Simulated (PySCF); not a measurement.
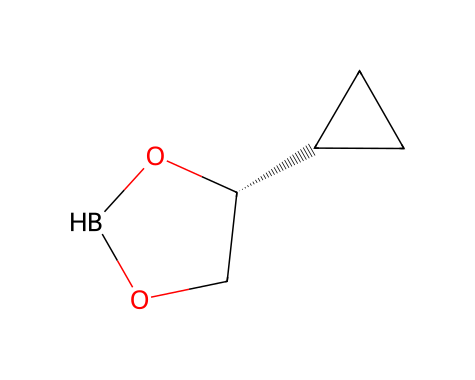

A structural formula.

Question: Transcribe the drawing into SMILES.

Answer: B1OC[C@@H](C2CC2)O1

Question: What is the molecular formula?

Answer: C5H9BO2.

Question: An optimisation with PBE0-D3(BJ)/def2-SVP gave a structure of which point group?

Answer: C1.

More results for the same structure follow; atom numbers are the same in all pictures, views and colours differ. The computed structure is the end point of a PBE0-D3(BJ)/def2-SVP optimisation. No frequency run is at hand to confirm it as a minimum.

### Geometry

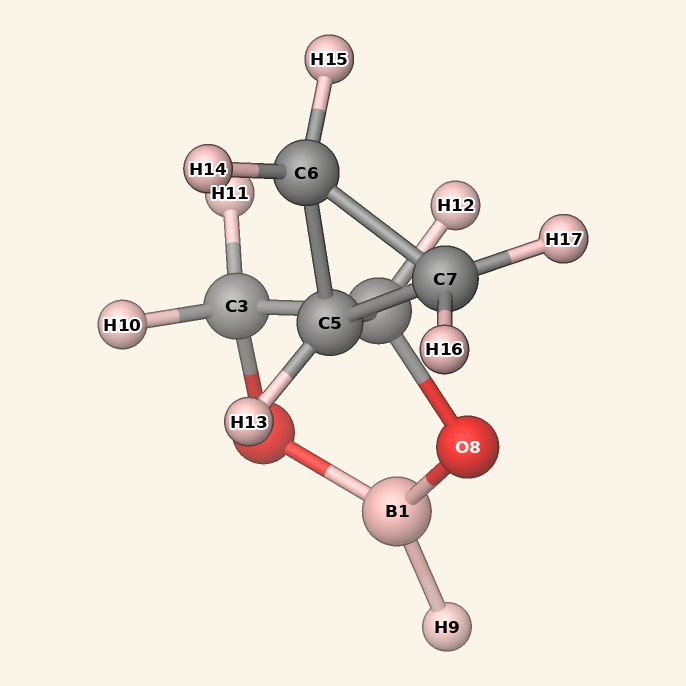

C4 lies behind C5. The molecule seen a little off the C5–C4 bond, C5 in front. Atoms fade into the background with distance from the viewer. No frequency run is at hand to confirm it as a minimum.

Question: What is the torsion angle C6–C5–C4–O8? The sign is positive where the front bond must turn clockwise to cover the back bond.

Answer: 152°, antiperiplanar (anti).

### Excitation

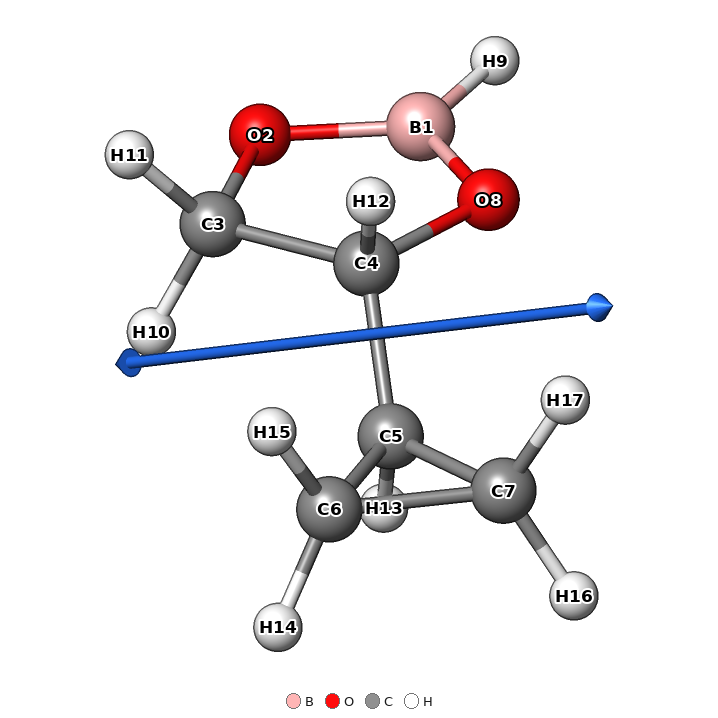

The double arrow shows the direction of the transition dipole to excited singlet state 2 (its length means nothing). No frequency run is at hand to confirm it as a minimum. Properties computed with TDDFT B3LYP/def2-SVPD, vertical, IEF-PCM benzene (non-equilibrium linear response), core orbitals frozen in the response (PySCF 2.14.0).

Question: Give its energy, strength and character.

Answer: 7.37 eV (168 nm), oscillator strength 0.040, mainly HOMO → LUMO+1 (weight 0.81); transition dipole 1.19 D.

### NMR shielding

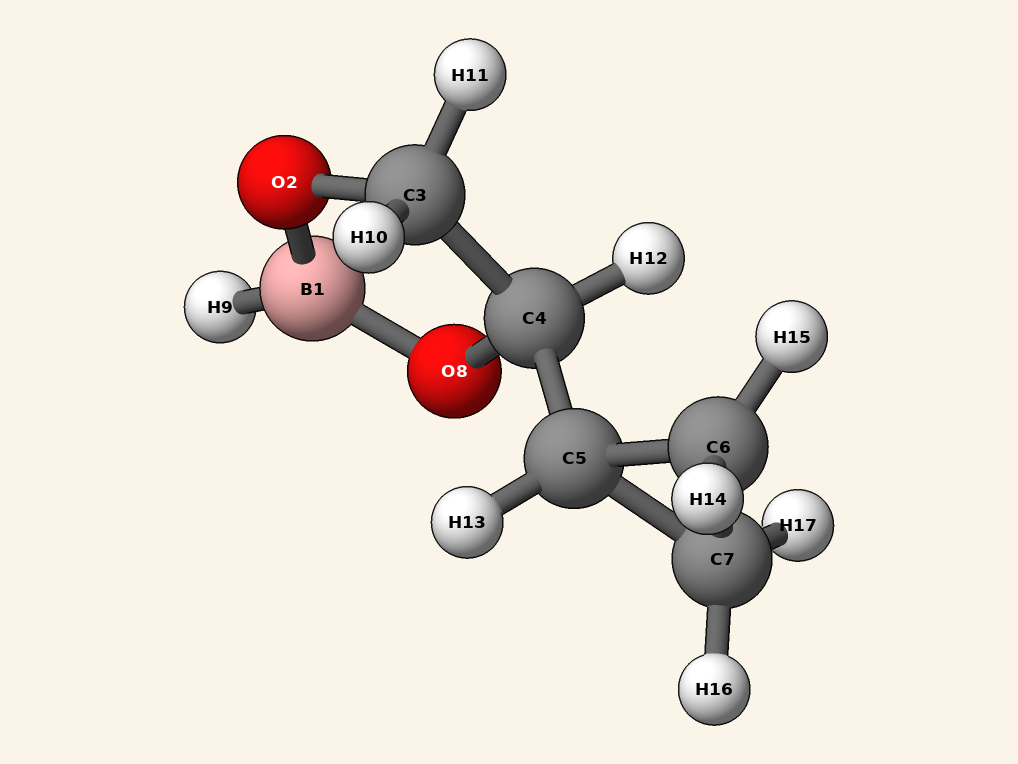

No frequency run is at hand to confirm it as a minimum. Method: GIAO PBE0/pcSseg-1 NMR shielding, non-relativistic, gas phase (PySCF 2.14.0). Principal shieldings σ11 ≤ σ22 ≤ σ33, span Ω = σ33 − σ11, skew κ = 3(σiso − σ22)/Ω.

Give the shielding tensors of the B atoms.

| atom | σ11 | σ22 | σ33 | σiso | Ω | κ |
| --- | --- | --- | --- | --- | --- | --- |
| B1 | 65.8 | 69.2 | 83.6 | 72.8 | 17.8 | 0.62 |

Shieldings and span in ppm.

### Levels of theory compared

No frequency run is at hand to confirm it as a minimum. Program: PySCF 2.14.0.

At this fixed geometry, give HOMO energy (eV) at these levels: B3LYP/def2-SVPD; B3LYP/def2-SVPD in benzene (IEF-PCM); B3LYP/pcJ-1; B3LYP/pcSseg-1; PBE0/pcSseg-1; PBE0/pcSseg-1 in benzene (IEF-PCM); PBE0/pcSseg-1 in chloroform (IEF-PCM).

```tsv
level	HOMO energy (eV)
B3LYP/def2-SVPD	−7.88
B3LYP/def2-SVPD in benzene (IEF-PCM)	−7.85
B3LYP/pcJ-1	−7.80
B3LYP/pcSseg-1	−7.81
PBE0/pcSseg-1	−8.05
PBE0/pcSseg-1 in benzene (IEF-PCM)	−8.03
PBE0/pcSseg-1 in chloroform (IEF-PCM)	−8.02
```
